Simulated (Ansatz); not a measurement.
Run report: C2H11NO4, molecular dynamics (part 5 of 5)

The same run, continued: C2H11NO4 (disordered cell, 18 atoms in the cell); DFT LDA, scalar-relativistic, plane waves, PAW, no spin polarisation (Ansatz 0.2.0); cutoff 420 eV, 1×1×1 k-mesh, Fermi–Dirac smearing of 0.02 eV. It belongs to a series of runs on one base structure; here: dynamics from the last frame of the run before.

Geometry of the input (Å; fractional positions):
```
5.9155  0.0000  0.0000
0.0000  5.9155  0.0000
0.0000  0.0000  5.9155
O  0.3817  0.1812  0.1679
H  0.4541  0.3266  0.1876
H  0.4171  0.1187  0.0184
O  0.6147  0.8043  0.1857
H  0.5988  0.9690  0.2048
H  0.7203  0.7413  0.3096
O  0.5552  0.9960  0.8005
H  0.4483  0.9285  0.6923
H  0.6261  0.8762  0.8945
O  0.2842  0.7883  0.5045
H  0.3647  0.8118  0.3644
H  0.1188  0.7667  0.5013
C  0.0281  0.2323  0.7207
C  -0.0714  0.4193  0.6141
N  -0.1618  0.5627  0.5127
H  0.1771  0.2074  0.6078
H  0.0661  0.2560  0.9063
H  -0.1056  0.0945  0.7227
```

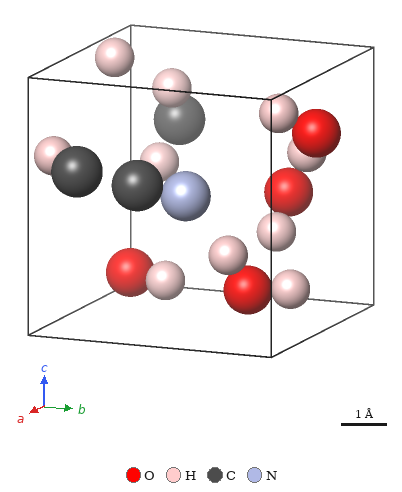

Fig. 1: The geometry at step 400 of the log (spheres-only view of the cell of the calculation, seen slightly off an axis; bonded neighbours outside the cell are drawn too).

Trajectory as extended XYZ, continued:
```
18
Lattice="5.9155 0.0000 0.0000 0.0000 5.9155 0.0000 0.0000 0.0000 5.9155" Properties=species:S:1:pos:R:3:forces:R:3 step=390 time_fs=195.0 energy=-3253.09778 temperature=277.2
O     2.2055    0.9204    0.7093   -0.7417  -1.7432   0.2226
H     2.4929    1.8134    0.7213    0.6480   1.6932  -0.0567
H     2.3572    0.5391   -0.2301    0.0039   0.2480  -0.0196
O     3.4496    4.3239    0.9373   -0.2176   0.4120   0.1338
H     3.3335    5.3030    1.0915   -0.1666  -0.0604  -0.0558
H     3.9294    3.9953    1.7429    0.1813  -0.0878   0.1441
O     2.8348    5.7099    4.4947    0.3273  -0.2910   0.0251
H     2.2385    5.1979    3.8638   -0.0139   0.0517  -0.0429
H     3.3071    5.0209    5.0153   -0.0296  -0.1189  -0.1503
O     1.4518    4.4594    2.7531    0.8872  -0.4455  -1.5127
H     1.9899    4.2654    1.8986   -0.0079   0.5142   1.0209
H     0.5999    4.0740    2.5281   -0.9529  -0.0982   0.4620
C     0.0104    1.1924    3.8446   -0.4246  -0.8301   0.2546
C    -0.6971    2.3379    3.4979   -2.5510   3.4121  -0.2223
N    -1.3081    3.3263    3.2457    1.6902  -2.5360   0.2561
H     0.6385    1.0102    2.9785    1.0521  -0.4992  -0.2028
H     0.5228    1.2949    4.8133    0.3925   0.0976  -0.0806
H    -0.6593    0.2980    3.9510   -0.0766   0.2816  -0.1756
18
Lattice="5.9155 0.0000 0.0000 0.0000 5.9155 0.0000 0.0000 0.0000 5.9155" Properties=species:S:1:pos:R:3:forces:R:3 step=400 time_fs=200.0 energy=-3253.13806 temperature=264.1
O     2.1859    0.9149    0.7623    0.5712   1.8070  -0.6666
H     2.4726    1.8889    0.7204   -0.4187  -1.5846   0.3322
H     2.3657    0.6077   -0.2069   -0.1814  -0.1830   0.4021
O     3.4639    4.3142    0.9112   -0.1297   0.1264   0.2858
H     3.3396    5.2959    0.9886   -0.0954   0.0453   0.2089
H     3.8854    4.0114    1.7675    0.1145   0.0856  -0.1818
O     2.8190    5.7079    4.4993    0.3815  -0.3675   0.1185
H     2.1887    5.2109    3.8887   -0.0232   0.0455  -0.1809
H     3.2877    4.9873    4.9870   -0.1164   0.1050  -0.1421
O     1.4267    4.4449    2.7554   -1.4743  -0.3770   0.7199
H     1.9502    4.3690    1.9430    0.4595  -0.1332  -0.9100
H     0.5080    4.0733    2.6219    0.9145   0.4659   0.1766
C    -0.0257    1.1768    3.8507    0.4874  -0.3789  -0.7324
C    -0.7439    2.3456    3.4876    2.0642  -3.3880   1.7079
N    -1.2975    3.2848    3.2115   -2.0300   3.4721  -1.3806
H     0.6873    0.9894    2.9989   -0.4110  -0.3357   0.2373
H     0.6550    1.2785    4.7179   -0.4754   0.2463   0.1796
H    -0.7337    0.3132    3.9968    0.3627   0.3489  -0.1741
```

Results in brief:

| quantity | value |
| --- | --- |
| outcome | finished |
| mean temperature over the second half | 206 K |
| trajectory | 400 steps, 200 fs |
| ensemble | nvt_langevin |
| temperature in the input | 250.0 K |
| time step | 0.5 fs |
| electrons treated | 48 |
| potential energy (free energy of the electrons) (last step) | −3253.1381 eV |
| Fermi energy (last step) | −0.649 eV |
| largest force (length of the vector) (last step) | 4.319 eV/Å |
| hardware | 1 thread of Arm Neoverse N1, 24 GiB of memory available, shared host |
| wall time | 4.8 min |
| peak memory | 0.29 GiB |

Notes:

The input asks for low accuracy. The k-point mesh is coarse for a cell of this size, so the results may not be converged. So short a trajectory is not equilibrated. The logged temperature at the start can lie below the typed one, since it is counted over all degrees of freedom.
